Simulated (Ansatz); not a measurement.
ClH3Si···F (doublet)

```xyz
6

Si   -0.0806    0.0000    0.2361
Cl   -1.2369    0.0000    1.9662
H     1.3395    0.0000    0.6185
H    -0.4212    1.2104   -0.5344
H    -0.4212   -1.2104   -0.5344
F     0.8218    0.0000    3.3494
```

Method: UKS BHLYP-D4/def2-SVP in Ansatz.

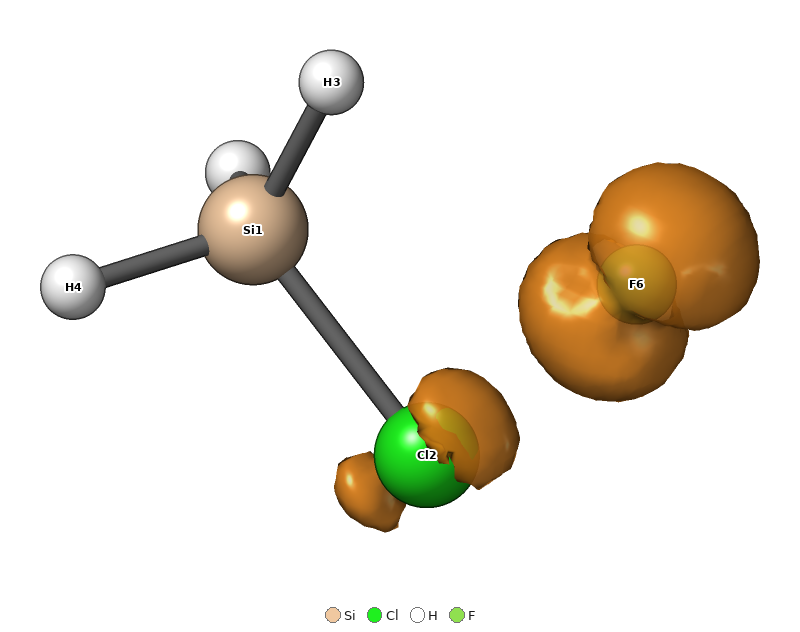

Figure 1. Isosurfaces of the spin density (α minus β) at +0.06 (orange) and −0.06 e/Å³ (purple), seen at an oblique angle.

> Describe the spin distribution.

The unpaired spin (1 electron) lies mostly on F6 (about 0.9) and Cl2 (about 0.1), in electrons by Hirshfeld's partition. Only one sign reaches the isovalue.

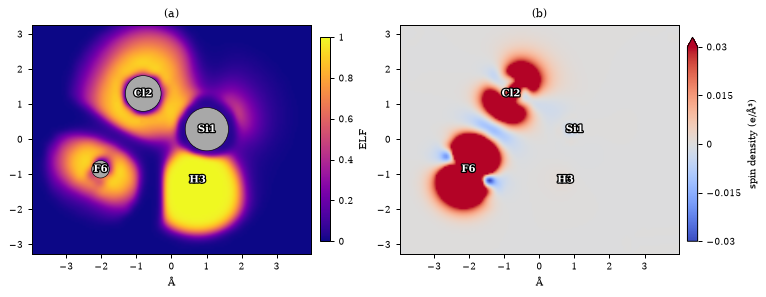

Figure 2. (a) ELF; (b) spin density on the plane of atoms Cl2, Si1 and H3. Grey discs cover the atomic cores in the ELF map.

> What do the fields say about this system?

Atoms in the plane: Si, Cl, H and F.

Si–Cl (2.08 Å): the ELF peaks at about 0.90 between the atoms; a polar covalent bond.
Si–H (1.47 Å): the ELF climbs to about 1 towards the hydrogen, as it does in any bond to H.

The ELF also peaks beside Cl2, away from the bonds: non-bonding electrons, paired or unpaired.

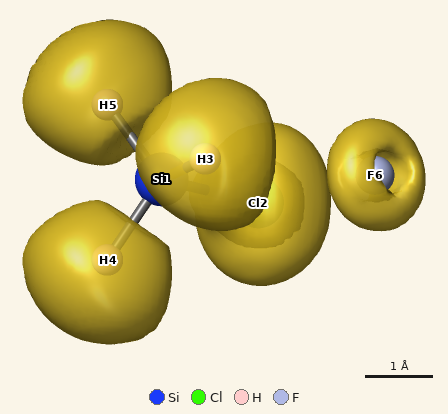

Figure 3. Isosurface of the electron localisation function at 0.8 (yellow), seen from one side. Only the valence region is drawn (cores and ρ < 0.01 e/Å³ removed).

> Where are the electrons localised?

The surface consists of three regions around hydrogen nuclei, one region on Cl in which the atom's valence shell and bonds are merged and one region wrapped around F (its valence shell).
